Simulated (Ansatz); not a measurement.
**BH₃ (singlet): one geometry, many settings at distance B1–H2 = 1.490 Å**

Aim: run BH₃ (singlet) at one geometry under a spread of methods and options, and see what each costs and gives.

Program: Ansatz 0.2.0, Gaussian basis. Level of theory: the settings change from run to run. These are calculated values, not measurements.

18 further runs of the same task are left out: 4 for a known fault of the program, 10 that didn't finish, 4 set aside as unsound or not needed.

### Step 1. The geometry

The geometry derives from a PBE0/def2-TZVP stationary point (not a proven minimum). One bond is set to the value named and the two fragments are kept rigid.

4 atoms, charge 0, spin multiplicity 1.

Atoms are counted from 1 here; the program's logs count them from 0.

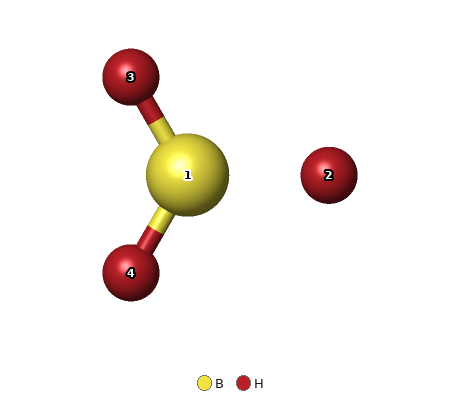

The geometry (boron yellow, hydrogen red); atoms are numbered from 1 in the order of the file.

### Step 2. HF/cc-pVDZ

in.yaml reads:

```yaml
crystal:
  periodic: [false, false, false]
  atoms:
    - {symbol: B, position_ang: [-0.021603, -0.000264, 0.000005]}
    - {symbol: H, position_ang: [1.468287, 0.017910, -0.000317]}
    - {symbol: H, position_ang: [-0.630897, 1.025949, -0.002832]}
    - {symbol: H, position_ang: [-0.605684, -1.041032, 0.003100]}
basis:
  gaussian: {orbitals: cc-pVDZ}
magnetization: {spin_polarized: true, initial_magnetization: 0}
hamiltonian: {xc: hf}
scf: {lower_state_search: light}
output: {forces: true, orbitals: {seedname: orbitals}}
```

On the command line:

```
ansatz run in.yaml --threads 1 --pin off --events-out ev --progress --plain --max-ram 2393MiB
```

The program printed:

```text
Functional definition: HF
  name "HF"
  cite "Fock, Z. Phys. 61, 126 (1930) doi:10.1007/BF01340294"
  parent pbe
  exchange = exact_x
  correlation = 0
260 factors; integrals over basis functions are off by at most 1.2e-3 eV
mean field evaluation 1: about -716.9853 eV, gradient 6.7e0 eV
mean field evaluation 2: about -716.9849 eV, gradient 6.7e0 eV
mean field evaluation 4: about -717.4276 eV, gradient 1.9e-1 eV
mean field evaluation 8: about -717.4281 eV, gradient 2.7e-4 eV
mean field -717.42807266 eV, -26.3649953802 hartree, gradient 8.7e-6 eV, S^2 0.000000; 0 other end points of the search recorded, 0 dependent functions left out
the calculation of the forces begins
reference -717.42807266 eV, -26.3649953802 hartree; 4, 4 occupied and 25, 25 virtual orbitals, 260 factors
Total energy: -717.42807266 eV, -26.3649953802 hartree
Atom 0 at    -0.021603    -0.000264     0.000005 Å, force     3.551957     0.043325    -0.000768 eV/Å
Atom 1 at     1.468287     0.017910    -0.000317 Å, force    -3.853786    -0.047007     0.000833 eV/Å
Atom 2 at    -0.630897     1.025949    -0.002832 Å, force     0.149221     0.140691    -0.000431 eV/Å
Atom 3 at    -0.605684    -1.041032     0.003100 Å, force     0.152608    -0.137009     0.000366 eV/Å
Dipole moment:    -0.108582    -0.001324     0.000023 e Å
```

Wall time 0.09 s (1 thread of Intel Xeon 6975P-C, shared host).

From the report: ⟨S²⟩ of the determinant 0.000 (pure singlet: 0.00).

### Step 3. CASSCF(4,8)/cc-pVDZ

Changes to in.yaml since step 2:

```diff
@@ -9,5 +9,4 @@
   gaussian: {orbitals: cc-pVDZ}
-magnetization: {spin_polarized: true, initial_magnetization: 0}
-hamiltonian: {xc: hf}
-scf: {lower_state_search: light}
-output: {forces: true, orbitals: {seedname: orbitals}}
+correlation: {active_space: {window: {electrons: 4, orbitals: 8}}}
+scf: {lower_state_search: full}
+output: {forces: true}
```

Launched as before.

The program printed, shortened:

```text
Functional definition: HF
  name "HF"
  cite "Fock, Z. Phys. 61, 126 (1930) doi:10.1007/BF01340294"
  parent pbe
[...]
260 factors; integrals over basis functions are off by at most 1.2e-3 eV
[...]
mean field -717.42807266 eV, -26.3649953802 hartree, gradient 1.8e-6 eV, S^2 0.000000; 0 other end points of the search recorded, 0 dependent functions left out
reference -717.42807266 eV, -26.3649953802 hartree; 4, 4 occupied and 25, 25 virtual orbitals, 260 factors
state -719.01228068 eV, -26.4232139508 hartree
[...]
WARN: the results are in doubt because the forces break the atoms' symmetry
Total energy: -719.01228068 eV, -26.4232139508 hartree
Atom 0 at    -0.021603    -0.000264     0.000005 Å, force     3.296405    -0.288223     0.000231 eV/Å
Atom 1 at     1.468287     0.017910    -0.000317 Å, force    -3.413127    -0.012038     0.000653 eV/Å
Atom 2 at    -0.630897     1.025949    -0.002832 Å, force    -0.010129     0.441564    -0.001266 eV/Å
Atom 3 at    -0.605684    -1.041032     0.003100 Å, force     0.126851    -0.141304     0.000383 eV/Å
Dipole moment:    -0.086885     0.006871    -0.000004 e Å
In doubt: the forces break the atoms' symmetry
```

It took 2.3 s on 1 thread of Intel Xeon 6975P-C, shared host.

From the report: 784 determinants; active occupations 1.97, 1.95, 0.03, 0.01, 0.01, 0.01, 0.01, 0.01. Mind the lines of doubt at the end of the log.

### Step 4. CCSDT(Q)/cc-pVDZ

Changes to in.yaml since step 3:

```diff
@@ -9,4 +9,4 @@
   gaussian: {orbitals: cc-pVDZ}
-correlation: {active_space: {window: {electrons: 4, orbitals: 8}}}
-scf: {lower_state_search: full}
-output: {forces: true}
+magnetization: {spin_polarized: false}
+hamiltonian: {xc: {name: B3LYP}}
+correlation: {method: ccsdt_q, electrons: outside_noble_gas}
```

Launched as before.

The program printed, shortened:

```text
Functional definition: B3LYP
  name "B3LYP"
  cite "Stephens, Devlin, Chabalowski & Frisch, J. Phys. Chem. 98, 11623 (1994) doi:10.1021/j100096a001"
  cite "Becke, Phys. Rev. A 38, 3098 (1988) doi:10.1103/PhysRevA.38.3098"
  cite "Lee, Yang & Parr, Phys. Rev. B 37, 785 (1988) doi:10.1103/PhysRevB.37.785"
  cite "Vosko, Wilk & Nusair, Can. J. Phys. 58, 1200 (1980) doi:10.1139/p80-159"
[...]
527 factors; integrals over basis functions are off by at most 1.6e-7 eV
[...]
mean field -723.45263010 eV, -26.5863937825 hartree, gradient 4.4e-6 eV, S^2 0.000000; 0 other end points of the search recorded, 0 dependent functions left out
1 core orbitals not correlated: weight in the atoms' cores, before any rotation towards them, 1.000 or more for the frozen orbitals, at most 0.000 for the correlated occupied ones
reference -717.34096017 eV, -26.3617940551 hartree; 3, 3 occupied and 25, 25 virtual orbitals, 527 factors
second order -2.59695491 eV of doubles, -0.05829023 eV of singles
cycle   1  -3.13777107 eV  change   -4.8e-1 eV  update   4.9e-2
[...]
cycle  11  -3.37047468 eV  change   -2.6e-7 eV  update   4.4e-7
perturbative correction -0.00128023 eV, -0.0000470476 hartree
Total energy: -720.71271508 eV, -26.4857037625 hartree
```

It took 0.6 s on 1 thread of Intel Xeon 6975P-C, shared host.

From the report: correlation -3.3718 eV; T1 0.009; largest double amplitude 0.07. The orbitals are Kohn-Sham ones, so correlation energy and T1 don't compare with those on Hartree-Fock orbitals.

### Step 5. CCSDT on RHF/def2-TZVP

Changes to in.yaml since step 4:

```diff
@@ -8,5 +8,6 @@
 basis:
-  gaussian: {orbitals: cc-pVDZ}
+  gaussian: {orbitals: def2-TZVP}
 magnetization: {spin_polarized: false}
-hamiltonian: {xc: {name: B3LYP}}
-correlation: {method: ccsdt_q, electrons: outside_noble_gas}
+correlation: {method: ccsdt, electrons: outside_noble_gas, diis_vectors: 2}
+scf: {lower_state_search: off}
+output: {forces: true}
```

The command is unchanged.

The program printed, shortened:

```text
Functional definition: HF
  name "HF"
  cite "Fock, Z. Phys. 61, 126 (1930) doi:10.1007/BF01340294"
  parent pbe
[...]
678 factors; integrals over basis functions are off by at most 2.1e-7 eV
[...]
mean field -717.65023778 eV, -26.3731597978 hartree, gradient 1.2e-6 eV, S^2 0.000000; 0 other end points of the search recorded, 0 dependent functions left out
1 core orbitals not correlated: weight in the atoms' cores, before any rotation towards them, 1.000 or more for the frozen orbitals, at most 0.000 for the correlated occupied ones
reference -717.65023778 eV, -26.3731597978 hartree; 3, 3 occupied and 45, 45 virtual orbitals, 678 factors
second order -2.89844330 eV of doubles, -0.00000000 eV of singles
cycle   1  -3.37967418 eV  change   -4.8e-1 eV  update   5.3e-2
[...]
cycle  14  -3.64962480 eV  change    1.8e-7 eV  update   4.8e-7
[...]
Total energy: -721.29986259 eV, -26.5072810355 hartree
Atom 0 at    -0.021603    -0.000264     0.000005 Å, force     3.228353     0.039378    -0.000698 eV/Å
Atom 1 at     1.468287     0.017910    -0.000317 Å, force    -3.578551    -0.043650     0.000773 eV/Å
Atom 2 at    -0.630897     1.025949    -0.002832 Å, force     0.174717     0.033456    -0.000128 eV/Å
Atom 3 at    -0.605684    -1.041032     0.003100 Å, force     0.175481    -0.029185     0.000052 eV/Å
Dipole moment:    -0.086606    -0.001056     0.000019 e Å
Checks for a lower state left out: starts, cluster_reference, orbital_swaps, neighbouring_geometries, increment
```

It took 6.5 s on 1 thread of Intel Xeon 6975P-C, shared host.

From the report: correlation -3.6496 eV; T1 0.009; largest double amplitude 0.05.

### Step 6. CCSDT(Q)/B/def2-SVPD

Changes to in.yaml since step 5:

```diff
@@ -8,6 +8,6 @@
 basis:
-  gaussian: {orbitals: def2-TZVP}
-magnetization: {spin_polarized: false}
-correlation: {method: ccsdt, electrons: outside_noble_gas, diis_vectors: 2}
-scf: {lower_state_search: off}
+  gaussian: {orbitals: def2-SVPD}
+magnetization: {spin_polarized: true, initial_magnetization: 0}
+hamiltonian: {xc: {name: r2SCAN}}
+correlation: {method: ccsdt_q_b, electrons: outside_noble_gas}
 output: {forces: true}
```

The command is unchanged.

The program printed, shortened:

```text
Functional definition: r2SCAN
  name "r2SCAN"
  cite "Furness, Kaplan, Ning, Perdew & Sun, J. Phys. Chem. Lett. 11, 8208 (2020) doi:10.1021/acs.jpclett.0c02405"
  cite "Furness, Kaplan, Ning, Perdew & Sun, J. Phys. Chem. Lett. 11, 9248 (2020) doi:10.1021/acs.jpclett.0c03077"
  parent r2scan
[...]
736 factors; integrals over basis functions are off by at most 2.4e-7 eV
[...]
mean field -721.96372713 eV, -26.5316776075 hartree, gradient 8.7e-7 eV, S^2 0.000000; 0 other end points of the search recorded, 0 dependent functions left out
1 core orbitals not correlated: weight in the atoms' cores, before any rotation towards them, 1.000 or more for the frozen orbitals, at most 0.000 for the correlated occupied ones
reference -716.77187803 eV, -26.3408806720 hartree; 3, 3 occupied and 40, 40 virtual orbitals, 736 factors
second order -2.69807179 eV of doubles, -0.07950966 eV of singles
cycle   1  -3.24499629 eV  change   -4.7e-1 eV  update   4.9e-2
[...]
cycle  11  -3.48261978 eV  change   -3.6e-7 eV  update   6.5e-7
perturbative correction -0.00121127 eV, -0.0000445135 hartree
[...]
Total energy: -720.25570908 eV, -26.4689091017 hartree
Atom 0 at    -0.021603    -0.000264     0.000005 Å, force     3.448295     0.042061    -0.000745 eV/Å
Atom 1 at     1.468287     0.017910    -0.000317 Å, force    -3.541239    -0.043195     0.000765 eV/Å
Atom 2 at    -0.630897     1.025949    -0.002832 Å, force     0.043318     0.259085    -0.000752 eV/Å
Atom 3 at    -0.605684    -1.041032     0.003100 Å, force     0.049625    -0.257951     0.000732 eV/Å
Dipole moment:    -0.089175    -0.001088     0.000019 e Å
```

Wall time 40 s (1 thread of Intel Xeon 6975P-C, shared host); peak memory 1.4 GiB.

From the report: ⟨S²⟩ of the determinant 0.000 (pure singlet: 0.00); correlation -3.4838 eV; T1 0.012; largest double amplitude 0.05. The orbitals are Kohn-Sham ones, so correlation energy and T1 don't compare with those on Hartree-Fock orbitals.

### Step 7. The runs in one table

Where basis and cores are those of an earlier FCI/cc-pVDZ run (-720.7284 eV), and the state is the same kind, the miss against it is given. † marks a result that the program doubts.

```csv
level,correlated,functions,energy (eV),from FCI (meV),time
HF/cc-pVDZ,,29,-717.4281,3300.3,0.09 s
"CASSCF(4,8)/cc-pVDZ †",,29,-719.0123,1716.1,2.3 s
CCSDT(Q)/cc-pVDZ (on B3LYP orbitals),outside noble gas,29,-720.7127,15.6,0.6 s
CCSDT on RHF/def2-TZVP,outside noble gas,49,-721.2999,,6.5 s
CCSDT(Q)/B/def2-SVPD (on r2SCAN orbitals),outside noble gas,44,-720.2557,,40 s
```

### Step 8. What came out

| quantity | value |
| --- | --- |
| runs | 5 |
| quickest | HF/cc-pVDZ, 0.09 s |
| slowest | CCSDT(Q)/B/def2-SVPD (on r2SCAN orbitals), 40 s |

In words: Total energies in different bases, with other cores or another treatment of relativity can't be set against each other. CCSDT(Q)/B/def2-SVPD (on r2SCAN orbitals) took 439 times as long as HF/cc-pVDZ; the jobs differ in more than the method. Hartree-Fock, CASSCF and CASCI lack dynamic correlation by design. Cores frozen from Kohn-Sham orbitals shift the total energy.
